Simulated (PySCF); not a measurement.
Ge(H)2(OSiH3)2, SMILES [SiH3][O][GeH2][O][SiH3], singlet at its B3LYP/def2-SVP optimised geometry (Å):

```
13

Ge    -0.4268    -0.6880     0.0000
O     -1.0284    -1.5325     1.4400
Si    -0.7692    -2.9417     2.2880
O     -0.9159    -1.6032    -1.4391
Si    -2.2858    -2.0022    -2.2967
H      1.1092    -0.6880     0.0000
H     -1.1092     0.6880     0.0000
H     -1.1038    -2.6971     3.7184
H     -1.6332    -4.0397     1.7656
H      0.6607    -3.3675     2.1854
H     -2.8915    -3.2596    -1.7703
H     -3.3023    -0.9088    -2.2123
H     -1.9043    -2.2047    -3.7219
```

Level of theory: B3LYP/def2-TZVP (PySCF 2.14.0). Cells within 0.4 Å of a nucleus heavier than hydrogen are left out (blank, or x).

Map of the electrostatic potential (hartree/e), clipped to [-0.08, 0.12] on the plane z = 0.0 Å:

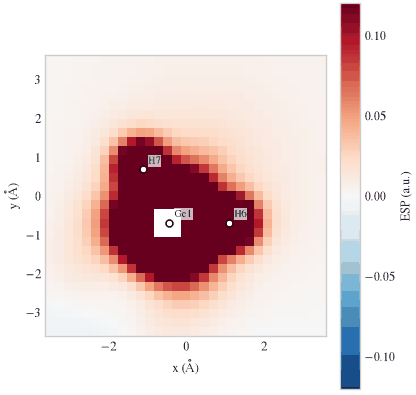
Figure: Electrostatic potential (hartree/e), clipped to [-0.08, 0.12] on the plane z = 0.0 Å.
